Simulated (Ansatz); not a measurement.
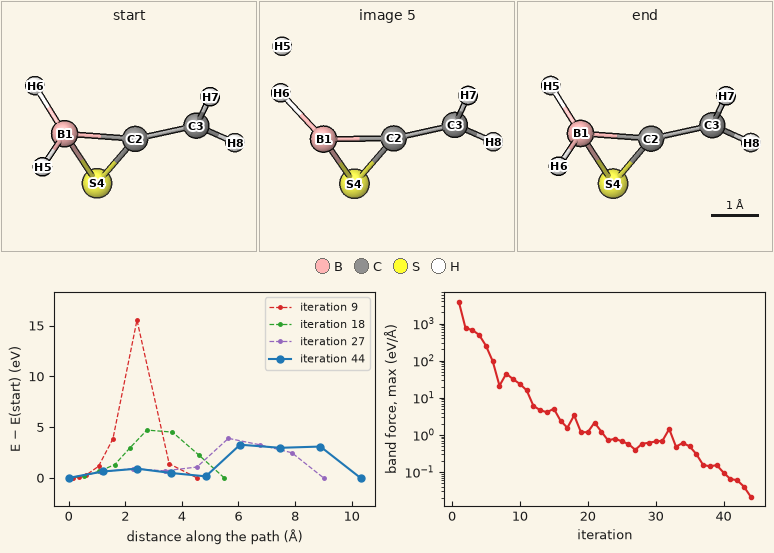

A search for the minimum-energy path of C2H4BS (charge −1) by the nudged elastic band. Images are numbered from 0 (start) to 8 (end). The plot follows the band through its iterations. A ball-and-stick model, seen from a free direction.

Computed with RKS BLYP-D4/def2-SVP in Ansatz. Settings: 7 movable images; climbing image; force threshold 0.03 eV/Å; iteration limit 60; starting path through a guess of the saddle point.

**Judge this run.**

The result isn't final. The band hadn't converged when the run stopped after 44 iterations. The largest component of the band force went from 3900 to 0.022 eV/Å. The barrier read from it is provisional, though the highest image hardly moved in the last two iterations. The first iteration put the highest image at 299.89 eV. The two ends have the same energy, and the highest point, image 5, lies 3.27 eV above the start. The profile has 3 maxima (images 2, 5, 7) with a dip at image 4, 6 (+0.16 eV, +2.97 eV), which on an unconverged band is provisional.

Limits of the set-up: the basis has no diffuse functions, which an anion needs.
